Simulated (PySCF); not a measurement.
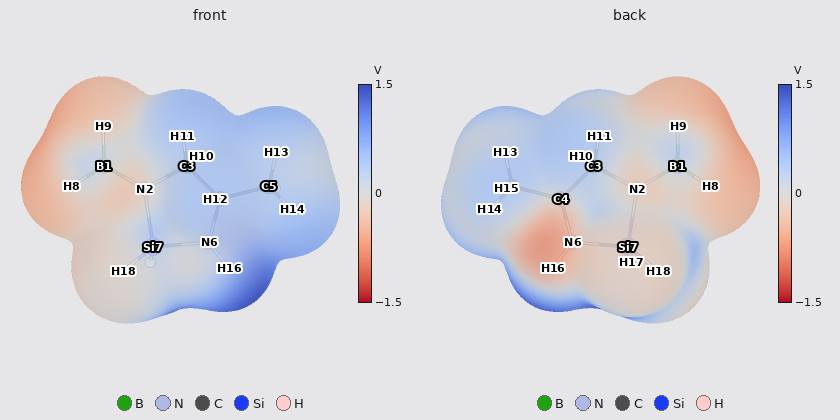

C3H11BN2Si. The electrostatic potential painted on the density surface at 0.001 e/bohr³, seen from the front and from behind; the colour scale runs from red (negative) to blue (positive).

Geometry: GFN2-xTB.

The calculation used CAM-B3LYP/def2-SVPD, SCF density, gas phase in PySCF 2.14.0.

Input file:

```
{"job": {"kind": "uv", "xc": "CAM-B3LYP", "basis": "def2-SVPD", "nstates": 8, "ntriplets": 3}, "charge": 0, "multiplicity": 1}
B      2.523132    -0.809102     0.329322
N      1.346378    -0.194699    -0.073360
C      0.094634    -0.921215    -0.205603
C     -1.069889     0.060029    -0.041458
C     -2.333570    -0.429066    -0.739622
N     -0.589808     1.296257    -0.628724
Si     1.111153     1.476580    -0.535171
H      3.498698    -0.162878     0.374164
H      2.521378    -1.946405     0.621913
H      0.041589    -1.364545    -1.207022
H      0.041686    -1.727248     0.528190
H     -1.284626     0.196034     1.031351
H     -2.620790    -1.404218    -0.354315
H     -3.154383     0.265173    -0.572519
H     -2.157362    -0.509154    -1.809570
H     -1.260317     2.044902    -0.645042
H      1.643413     1.784211    -1.863829
H      1.639926     2.351663     0.514880
```

Command:

```sh
OMP_NUM_THREADS=1 python probes_run.py task.json out
```

Which sites attract a positive test charge, and which a negative one?

A positive charge is drawn to the negative regions and a negative charge to the positive ones. The most negative region (about −0.7 V) lies over N6, the most positive (about +1.4 V) over Si7 and H16.
